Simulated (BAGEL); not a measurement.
**A workflow on InNH3Cl (SMILES [NH2][InH][Cl])**

Wanted: a single-point energy (HF/x2c-SVPall), then the energy (NEVPT2(2,2)/x2c-SVPall) of InNH3Cl. 

Program for the calculation: BAGEL 1.2.2.

1 further run of the same task is left out (set aside as unsound or not needed).

## 1. The structure to begin with

InNH3Cl: 6 atoms, total charge 0, spin state singlet. As SMILES, `[NH2][InH][Cl]`. One bond was lengthened or shortened from a relaxed shape.

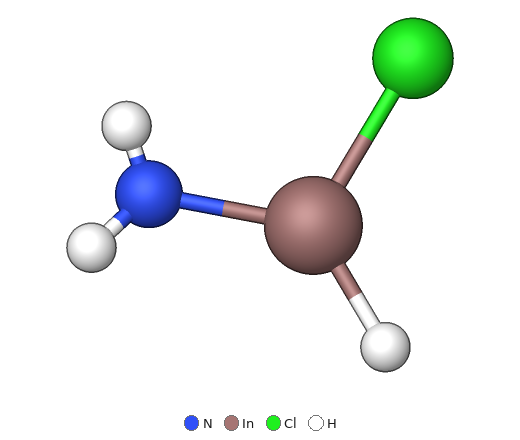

Viewed from a chosen angle; nitrogen blue, indium brown, chlorine green, hydrogen white.

## 2. The energy at HF/x2c-SVPall (DKH2, density fitting with AutoAux) (run 1)

Contents of job.json:

```json
{ "bagel": [

{
  "title": "molecule",
  "basis": "x2c-svpall.json",
  "df_basis": "x2c-svpall-autoaux.json",
  "angstrom": "true",
  "dkh": "true",
  "geometry": [
    { "atom": "N", "xyz": [   -1.101396,    0.060232,   -0.507504 ] },
    { "atom": "In", "xyz": [    0.711504,    0.020732,    0.324496 ] },
    { "atom": "Cl", "xyz": [    0.910204,   -1.898868,    1.645796 ] },
    { "atom": "H", "xyz": [   -1.299996,    0.633532,   -1.311604 ] },
    { "atom": "H", "xyz": [   -1.558200,   -0.664500,   -0.526800 ] },
    { "atom": "H", "xyz": [    1.976904,    1.145532,    0.312396 ] }
  ]
},
{
  "title": "hf"
},
{
  "title": "print",
  "file": "orbitals.molden",
  "orbitals": "true"
}

]}
```

The basis set x2c-SVPall is read from a file made from the Basis Set Exchange's data (not shown).

Run with:

```sh
$ BAGEL_NUM_THREADS=1 BAGEL job.json > job.out
```

Log:

```text
* using 1 threads per process

  ===============================================================
  ===============================================================

  *** Geometry ***

  { "atom" : "N", "xyz" : [     -2.081337,      0.113822,     -0.959044 ] },
  { "atom" : "In", "xyz" : [      1.344548,      0.039178,      0.613209 ] },
  { "atom" : "Cl", "xyz" : [      1.720036,     -3.588340,      3.110104 ] },
  { "atom" : "H", "xyz" : [     -2.456636,      1.197202,     -2.478572 ] },
  { "atom" : "H", "xyz" : [     -2.944571,     -1.255723,     -0.995508 ] },
  { "atom" : "H", "xyz" : [      3.735807,      2.164742,      0.590343 ] },

  Number of auxiliary basis functions:      698

  Since a DF basis is specified, we compute 2- and 3-index integrals:
    o Being stored without compression. Storage requirement is 0.038 GB

  Number of basis functions:       83
  Number of electrons      :       76

    * METHOD: MOLECULE                             0.47

  *** RHF ***

  === Nuclear Repulsion ===
   349.4513208895

      * DIIS with orbital gradients will be used.

  === RHF iteration (x2c-svpall.json) ===
      0      -6392.92307830          0.01891527           0.17
      1      -6393.04063724          0.01320954           0.16
      2      -6393.11003958          0.00100389           0.16
      3      -6393.11097404          0.00026990           0.16
      4      -6393.11104813          0.00005782           0.16
      5      -6393.11105273          0.00001925           0.16
      6      -6393.11105326          0.00000632           0.16
      7      -6393.11105333          0.00000194           0.17
      8      -6393.11105334          0.00000050           0.17
      9      -6393.11105334          0.00000014           0.16
     10      -6393.11105334          0.00000005           0.17
     11      -6393.11105334          0.00000002           0.18
     12      -6393.11105334          0.00000001           0.17
    * SCF iteration converged.

    * Permanent dipole moment:
           (    0.048450,    -0.840946,     0.993989) a.u.

    * METHOD: HF                                   2.65

    * METHOD: PRINT                                0.02

  ===============================================================
```

Wall time 3.3 s (1 thread of Arm Neoverse V1, shared host); peak memory 0.18 GiB.

## 3. A single-point energy at NEVPT2(2,2)/x2c-SVPall (DKH2, density fitting with AutoAux) (run 2)

Contents of job.json:

```json
{ "bagel" : [

{
  "title" : "molecule",
  "basis" : "x2c-svpall.json",
  "df_basis" : "x2c-svpall-autoaux.json",
  "angstrom" : true,
  "dkh" : true,
  "geometry" : [
    { "atom" : "N", "xyz" : [      -1.101396,       0.060232,      -0.507504 ] },
    { "atom" : "In", "xyz" : [       0.711504,       0.020732,       0.324496 ] },
    { "atom" : "Cl", "xyz" : [       0.910204,      -1.898868,       1.645796 ] },
    { "atom" : "H", "xyz" : [      -1.299996,       0.633532,      -1.311604 ] },
    { "atom" : "H", "xyz" : [      -1.558200,      -0.664500,      -0.526800 ] },
    { "atom" : "H", "xyz" : [       1.976904,       1.145532,       0.312396 ] }
  ]
},

{
  "title" : "hf"
},

{
  "title" : "casscf",
  "nstate" : 1,
  "nact" : 2,
  "nclosed" : 37,
  "active" : [32, 45],
  "maxiter" : 200,
  "natocc" : true
},

{
  "title" : "nevpt2",
  "nstate" : 1,
  "nact" : 2,
  "nclosed" : 37,
  "active" : [32, 45],
  "maxiter" : 200,
  "natocc" : true,
  "ncore" : 24
},

{
  "title" : "print",
  "file" : "orbitals.molden",
  "orbitals" : true
}

]}
```

The basis set x2c-SVPall is read from a file made from the Basis Set Exchange's data (not shown).

Run with:

```sh
$ BAGEL_NUM_THREADS=1 BAGEL job.json > job.out
```

Log:

```text
* using 1 threads per process

  ===============================================================
  ===============================================================

  *** Geometry ***

  { "atom" : "N", "xyz" : [     -2.081337,      0.113822,     -0.959044 ] },
  { "atom" : "In", "xyz" : [      1.344548,      0.039178,      0.613209 ] },
  { "atom" : "Cl", "xyz" : [      1.720036,     -3.588340,      3.110104 ] },
  { "atom" : "H", "xyz" : [     -2.456636,      1.197202,     -2.478572 ] },
  { "atom" : "H", "xyz" : [     -2.944571,     -1.255723,     -0.995508 ] },
  { "atom" : "H", "xyz" : [      3.735807,      2.164742,      0.590343 ] },

  Number of auxiliary basis functions:      698

  Since a DF basis is specified, we compute 2- and 3-index integrals:
    o Being stored without compression. Storage requirement is 0.038 GB

  Number of basis functions:       83
  Number of electrons      :       76

    * METHOD: MOLECULE                             0.47

  *** RHF ***

  === Nuclear Repulsion ===
   349.4513208895

      * DIIS with orbital gradients will be used.

  === RHF iteration (x2c-svpall.json) ===
      0      -6392.92307830          0.01891527           0.19
      1      -6393.04063724          0.01320954           0.17
      2      -6393.11003958          0.00100389           0.17
      3      -6393.11097404          0.00026990           0.17
      4      -6393.11104813          0.00005782           0.17
      5      -6393.11105273          0.00001925           0.17
      6      -6393.11105326          0.00000632           0.17
      7      -6393.11105333          0.00000194           0.17
      8      -6393.11105334          0.00000050           0.18
      9      -6393.11105334          0.00000014           0.17
     10      -6393.11105334          0.00000005           0.17
     11      -6393.11105334          0.00000002           0.18
     12      -6393.11105334          0.00000001           0.17
    * SCF iteration converged.

    * Permanent dipole moment:
           (    0.048450,    -0.840946,     0.993989) a.u.

    * METHOD: HF                                   2.76

  ---------------------------
      CASSCF calculation
  ---------------------------

    ==== Active orbitals : =====
         Orbital 32
         Orbital 45
    ============================

    * nstate   :      1
    * nclosed  :     37
    * nact     :      2
    * nvirt    :     44
  === CASSCF iteration (x2c-svpall.json) ===

    * Using the second-order algorithm

      0  0     -6393.11131655     6.48e-05      0.05

      1  0     -6393.11886075     5.28e-04      0.70

      2  0     -6393.11992185     1.16e-04      1.13

      3  0     -6393.12348707     3.89e-04      0.91

      4  0     -6393.12404582     5.95e-05      0.89

      5  0     -6393.12404926     4.58e-06      0.95

      6  0     -6393.12404927     1.44e-06      1.01

      7  0     -6393.12404927     4.25e-07      0.98

      8  0     -6393.12404927     1.22e-07      0.93

      9  0     -6393.12404927     3.46e-08      0.82

     10  0     -6393.12404927     9.73e-09      0.76

    * Second-order optimization converged. *

     guess   0:   closed 1.                   open ..

  === FCI iteration ===

      0  0     -6393.11095347     9.34e-02      0.00
      1  0     -6393.12404742     8.32e-04      0.00
      2  0 *   -6393.12404927     7.08e-16      0.00

     * ci vector, state   0, <S^2> = 0.0000
       2.     0.9975536134
       .2    -0.0699055670

    * METHOD: CASSCF                               9.69

    * freezing 24 orbitals

  === DF-NEVPT2 calculation ===

    * 3-index integral transformation done
    * assembly done

      NEVPT2 correlation energy:   -0.3926093219      0.12

          (+0)     -0.3087014974
          (+0)'    -0.0441321130
          (+1)     -0.0027685135
          (+1)'    -0.0000015024
          (+2)     -0.0001854514
          (-1)     -0.0277754868
          (-1)'    -0.0000480568
          (-2)     -0.0089967005

      NEVPT2 total energy:       -6393.5166585952

    * METHOD: NEVPT2                               0.40

    * METHOD: PRINT                                0.02

  ===============================================================
```

Run time: 14 s. Hardware: 1 thread of Arm Neoverse V1, shared host; peak memory 0.2 GiB.

## 4. Outcome

```
                                   quantity           value
         run 1, HF/x2c-SVPall: total energy  -6393.11105 Eh
        run 1, HF/x2c-SVPall: dipole moment          3.31 D
          run 1, HF/x2c-SVPall: HOMO energy       -10.80 eV
          run 1, HF/x2c-SVPall: LUMO energy         1.59 eV
        run 1, HF/x2c-SVPall: HOMO–LUMO gap        12.39 eV
run 2, NEVPT2(2,2)/x2c-SVPall: total energy  -6393.51666 Eh
```
